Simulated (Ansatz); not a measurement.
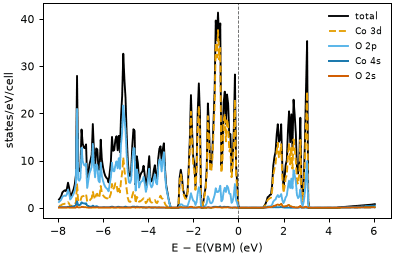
Total and projected density of states of Co$_{3}$O$_{4}$ in space group Fd-3m (No. 227; Co on 16d, Co on 8a, O on 32e), r²SCAN (plane waves, PAW; program Ansatz)

Task: Which orbitals carry the states next to the gap?

Result: Top 1 eV of the valence band: Co 3d 84 %, O 2p 15 %. Bottom 1 eV of the conduction band: Co 3d 76 %, O 2p 16 %. Projections are on Löwdin-orthogonalised atomic valence shells; empty p or d shells of many metals are not among them.

Task: Where is the tallest occupied peak in this window, and what makes it?

Result: Near -0.9 eV, about 41 states/eV per cell; the largest projected share is Co 3d.

The workflow started from a Materials Project entry (that database holds measured and hypothetical structures alike); the Crystallography Open Database files this formula in space group No. 227, but the cells were not matched. Its standing as an ambient phase is unchecked. Symmetry was held in the r²SCAN relaxation, as lowered by the spin order; its stability against distortions is not shown here. The final state is antiferromagnetic, chosen from 2 collinear starts compared on coarse meshes (ties went to the first, and starts can fall back to one state), not a proven ground state. Other orbital occupations within this spin state were not tried. No Hubbard U is applied.

Potentials: the earlier of the program's two PAW sets.
